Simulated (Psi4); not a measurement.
## Energy and gradient calculation, with input and output: AlH3

AlH3, computed with BLYP/aug-cc-pVTZ, RKS (Psi4 1.11).

The geometry comes from this level: GFN2-xTB.

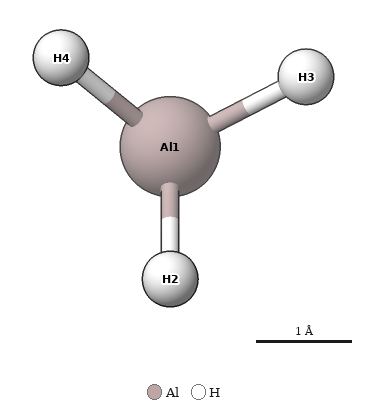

**Figure 1.** The input geometry (ball-and-stick view, seen on its broad side; atoms are numbered from 1 in the order of the input). Sticks mark near contacts. Bond lengths as drawn: Al–H 1.68 to 1.69 Å.

Key numbers

```tsv
quantity	value
outcome	converged
total energy	−244.144891 hartree
basis functions	119
largest force	4.100 eV/Å
HOMO	−6.64 eV
LUMO	−4.25 eV
dipole moment	3.04 D
hardware	1 thread of Intel Xeon (Granite Rapids), 64 GiB of memory available, shared host
wall time	19 s
peak memory	0.89 GiB
```

Input (alh3.inp)
```
memory 1600 MB

molecule {
  0 1
  Al
  H 1 1.684043
  H 1 1.685121 2 101.07175
  H 1 1.684962 2 101.06986 3 -103.76603
  symmetry c1
}

set globals {
  basis aug-cc-pVTZ
  puream true
  e_convergence 1e-09
  d_convergence 1e-08
  scf_type pk
  dft_radial_points 99
  dft_spherical_points 590
}

energy_value = gradient("blyp")
```

Run as:
```bash
psi4 alh3.inp alh3.out -n 1
```

Log
```
Psi4 1.11 release

gradient() will perform analytic gradient computation.

   => Loading Basis Set <=

    Name: AUG-CC-PVTZ
    Role: ORBITAL
    Keyword: BASIS

         ---------------------------------------------------------
                                   SCF
                              RKS Reference
                        1 Threads,   1525 MiB Core
         ---------------------------------------------------------

  ==> Geometry <==

    Molecular point group: c1
    Full point group: C1

    Geometry (in Angstrom), charge = 0, multiplicity = 1:

       Center              X                  Y                   Z               Mass
    ------------   -----------------  -----------------  -----------------  -----------------
         AL           0.053946985733    -0.042330553266    -0.034828414494    26.981538530000
         H            0.053946985733    -0.042330553266     1.649214585506     1.007825032230
         H            0.053946985733     1.611426079424    -0.358435868791     1.007825032230
         H           -1.552165176856    -0.435819989809    -0.358350787690     1.007825032230

  Running in c1 symmetry.

  Rotational constants: A =      3.37695  B =      3.37437  C =      2.47179 [cm^-1]
  Rotational constants: A = 101238.56378  B = 101161.00211  C =  74102.52386 [MHz]
  Nuclear repulsion =   12.860408763555887

  Charge       = 0
  Multiplicity = 1
  Electrons    = 16
  Nalpha       = 8
  Nbeta        = 8

  ==> Algorithm <==

  SCF Algorithm Type is PK.
  DIIS enabled.
  MOM disabled.
  Fractional occupation disabled.
  Guess Type is SAD.
  Energy threshold   = 1.00e-09
  Density threshold  = 1.00e-08
  Integral threshold = 1.00e-12

  ==> Primary Basis <==

  Basis Set: AUG-CC-PVTZ
    Blend: AUG-CC-PVTZ
    Number of shells: 43
    Number of basis functions: 119
    Number of Cartesian functions: 134
    Spherical Harmonics?: true
    Max angular momentum: 3

  ==> DFT Potential <==

   => LibXC <=

    Version 7.1.2

   => Composite Functional: BLYP <=

    BLYP GGA Exchange-Correlation Functional

    Deriv               =              1
    GGA                 =           TRUE
    Meta                =          FALSE

    Exchange Hybrid     =          FALSE
    MP2 Hybrid          =          FALSE

   => Exchange Functionals <=

    1.0000     XC_GGA_X_B88

   => Correlation Functionals <=

    1.0000     XC_GGA_C_LYP

   => LibXC Density Thresholds  <==

    XC_GGA_C_LYP:  1.00E-14
    XC_GGA_X_B88:  1.00E-15

   => Molecular Quadrature <=

    Radial Scheme          =       TREUTLER
    Pruning Scheme         =           NONE
    Nuclear Scheme         =       TREUTLER

    Blocking Scheme        =         OCTREE
    BS radius alpha        =              1
    Pruning alpha          =              1
    Radial Points          =             99
    Spherical Points       =            590
    Total Points           =         228069
    Total Blocks           =           1715
    Max Points             =            256
    Max Functions          =            119
    Weights Tolerance      =       1.00E-15

  ==> Integral Setup <==

  Using in-core PK algorithm.
   Calculation information:
      Number of atoms:                   4
      Number of AO shells:              43
      Number of primitives:             97
      Number of atomic orbitals:       134
      Number of basis functions:       119

      Integral cutoff                 1.00e-12
      Number of threads:                 1

  Performing in-core PK
  Using 50986740 doubles for integral storage.
  We computed 447853 shell quartets total.
  Whereas there are 447931 unique shell quartets.

  ==> DiskJK: Disk-Based J/K Matrices <==

    J tasked:                  Yes
    K tasked:                   No
    wK tasked:                  No
    Memory [MiB]:             1029
    Schwarz Cutoff:          1E-12

  Cached 14.3% of DFT collocation blocks in 0.104 [GiB].

  Minimum eigenvalue in the overlap matrix is 6.8518938391E-04.
  Reciprocal condition number of the overlap matrix is 9.0667655258E-05.
    Using symmetric orthogonalization.

  ==> Pre-Iterations <==

  SCF Guess: Superposition of Atomic Densities via on-the-fly atomic UHF (no occupation information).

   -------------------------
    Irrep   Nso     Nmo
   -------------------------
     A        119     119
   -------------------------
    Total     119     119
   -------------------------

  ==> Iterations <==

                        Total Energy        Delta E     RMS |[F,P]|

   @RKS iter SAD:  -243.75691000384739   -2.43757e+02   0.00000e+00
   @RKS iter   1:  -244.05424985370985   -2.97340e-01   2.64225e-03 ADIIS/DIIS
   @RKS iter   2:  -244.02659533520591    2.76545e-02   2.71192e-03 ADIIS/DIIS
   @RKS iter   3:  -244.13779636516844   -1.11201e-01   6.94587e-04 ADIIS/DIIS
   @RKS iter   4:  -244.14481213540512   -7.01577e-03   1.10916e-04 ADIIS/DIIS
   @RKS iter   5:  -244.14488810617451   -7.59708e-05   1.35035e-05 DIIS
   @RKS iter   6:  -244.14489062986209   -2.52369e-06   2.59309e-06 DIIS
   @RKS iter   7:  -244.14489070338908   -7.35270e-08   5.69495e-07 DIIS
   @RKS iter   8:  -244.14489070800835   -4.61927e-09   1.98675e-07 DIIS
   @RKS iter   9:  -244.14489070876027   -7.51925e-10   4.21247e-08 DIIS
   @RKS iter  10:  -244.14489070879156   -3.12923e-11   1.63689e-09 DIIS
  Energy and wave function converged.

  ==> Post-Iterations <==

   Electrons on quadrature grid:
      Ntotal   =   15.9999988457 ; deviation = -1.154e-06

    Orbital Energies [Eh]
    ---------------------

    Doubly Occupied:

       1A    -55.483627     2A     -3.956904     3A     -2.571527
       4A     -2.563410     5A     -2.563408     6A     -0.365835
       7A     -0.243985     8A     -0.243957

    Virtual:

       9A     -0.156111    10A     -0.008514    11A     -0.008508
      12A     -0.008412    13A      0.015657    14A      0.017887
      15A      0.017901    16A      0.042262    17A      0.042349
      18A      0.042350    19A      0.057449    20A      0.057450
      21A      0.072762    22A      0.112974    23A      0.117204
      24A      0.117218    25A      0.152095    26A      0.164703
      27A      0.164719    28A      0.187141    29A      0.189353
      30A      0.189354    31A      0.223604    32A      0.229018
      33A      0.229033    34A      0.238214    35A      0.238231
      36A      0.248836    37A      0.255408    38A      0.338638
      39A      0.338653    40A      0.345229    41A      0.345239
      42A      0.349979    43A      0.362318    44A      0.378166
      45A      0.378176    46A      0.383644    47A      0.400819
      48A      0.500792    49A      0.500894    50A      0.552687
      51A      0.585316    52A      0.585348    53A      0.729949
      54A      0.730965    55A      0.730986    56A      0.752133
      57A      0.754568    58A      0.754592    59A      0.770436
      60A      0.770471    61A      0.776336    62A      0.833372
      63A      0.833436    64A      0.865556    65A      0.865694
      66A      0.892653    67A      0.892663    68A      0.914025
      69A      0.918819    70A      0.997235    71A      1.003481
      72A      1.003497    73A      1.045892    74A      1.045893
      75A      1.097841    76A      1.097955    77A      1.106982
      78A      1.117823    79A      1.120898    80A      1.276360
      81A      1.314612    82A      1.331519    83A      1.331591
      84A      1.433832    85A      1.518267    86A      1.518493
      87A      1.695317    88A      1.695720    89A      2.148122
      90A      2.400773    91A      2.400791    92A      2.629851
      93A      2.837110    94A      2.837158    95A      3.403032
      96A      3.626190    97A      3.626193    98A      3.664232
      99A      3.664253   100A      3.676123   101A      3.687512
     102A      3.706671   103A      3.706739   104A      3.725959
     105A      3.756305   106A      3.777133   107A      3.777281
     108A      3.780706   109A      3.916746   110A      3.927098
     111A      3.927283   112A      3.976339   113A      3.976535
     114A      3.982976   115A      4.097772   116A      4.098001
     117A      4.427136   118A      4.427407   119A      4.918222

    Final Occupation by Irrep:
              A
    DOCC [     8 ]
    NA   [     8 ]
    NB   [     8 ]

  @RKS Final Energy:  -244.14489070879156

   => Energetics <=

    Nuclear Repulsion Energy =             12.8604087635558866
    One-Electron Energy =                -363.9867528866430462
    Two-Electron Energy =                 126.6243320133282424
    DFT Exchange-Correlation Energy =     -19.6428785990326205
    Empirical Dispersion Energy =           0.0000000000000000
    VV10 Nonlocal Energy =                  0.0000000000000000
    Total Energy =                       -244.1448907087915643

Computation Completed

Properties will be evaluated at   0.000000,   0.000000,   0.000000 [a0]

Properties computed using the SCF density matrix

 Multipole Moments:

 ------------------------------------------------------------------------------------
     Multipole            Electronic (a.u.)      Nuclear  (a.u.)        Total (a.u.)
 ------------------------------------------------------------------------------------

 L = 1.  Multiply by 2.5417464519 to convert [e a0] to [Debye]
 Dipole X            :          2.2428150           -1.4039917            0.8388233
 Dipole Y            :         -1.7599112            1.1016694           -0.6582418
 Dipole Z            :         -1.4477171            0.9064233           -0.5412938
 Magnitude           :                                                    1.1957867

 ------------------------------------------------------------------------------------

	total time  =         10 seconds =       0.17 minutes

         ------------------------------------------------------------
                                   SCF GRAD
         ------------------------------------------------------------

  ==> Geometry <==

    Molecular point group: c1
    Full point group: C1

    Geometry (in Angstrom), charge = 0, multiplicity = 1:

       Center              X                  Y                   Z               Mass
    ------------   -----------------  -----------------  -----------------  -----------------
         AL           0.053946985733    -0.042330553266    -0.034828414494    26.981538530000
         H            0.053946985733    -0.042330553266     1.649214585506     1.007825032230
         H            0.053946985733     1.611426079424    -0.358435868791     1.007825032230
         H           -1.552165176856    -0.435819989809    -0.358350787690     1.007825032230

  Nuclear repulsion =   12.860408763555887

  ==> Basis Set <==

  Basis Set: AUG-CC-PVTZ
    Blend: AUG-CC-PVTZ
    Number of shells: 43
    Number of basis functions: 119
    Number of Cartesian functions: 134
    Spherical Harmonics?: true
    Max angular momentum: 3

  ==> DirectJKGrad: Integral-Direct SCF Gradients <==

    Gradient:                    1
    J tasked:                  Yes
    K tasked:                   No
    wK tasked:                  No
    Integrals threads:           1
    Schwarz Cutoff:          1E-12

  ==> DFT Potential <==

   => LibXC <=

    Version 7.1.2

   => Composite Functional: BLYP <=

    BLYP GGA Exchange-Correlation Functional

    Deriv               =              1
    GGA                 =           TRUE
    Meta                =          FALSE

    Exchange Hybrid     =          FALSE
    MP2 Hybrid          =          FALSE

   => Exchange Functionals <=

    1.0000     XC_GGA_X_B88

   => Correlation Functionals <=

    1.0000     XC_GGA_C_LYP

   => LibXC Density Thresholds  <==

    XC_GGA_C_LYP:  1.00E-14
    XC_GGA_X_B88:  1.00E-15

   => Molecular Quadrature <=

    Radial Scheme          =       TREUTLER
    Pruning Scheme         =           NONE
    Nuclear Scheme         =       TREUTLER

    Blocking Scheme        =         OCTREE
    BS radius alpha        =              1
    Pruning alpha          =              1
    Radial Points          =             99
    Spherical Points       =            590
    Total Points           =         228069
    Total Blocks           =           1715
    Max Points             =            256
    Max Functions          =            119
    Weights Tolerance      =       1.00E-15

  -Total Gradient:
     Atom            X                  Y                   Z
    ------   -----------------  -----------------  -----------------
       1        0.055954350670    -0.043924546400    -0.036009246430
       2       -0.017781927610     0.013949838025     0.014107496568
       3       -0.017757648110     0.016692383619     0.010947320500
       4       -0.020414544312     0.013282636188     0.010954468499

	total time  =          8 seconds =       0.13 minutes

    Psi4 run time: 0:00:18.22
```

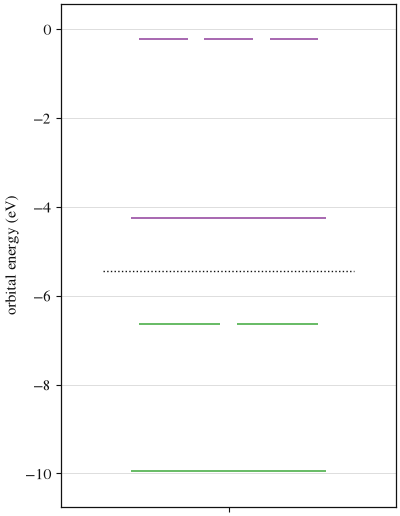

**Figure 2.** Orbital energies near the frontier; the dotted line parts filled from empty levels, and levels within 0.02 eV of each other stand side by side. Highest filled −6.64 eV, lowest empty −4.25 eV, 2.39 eV apart.
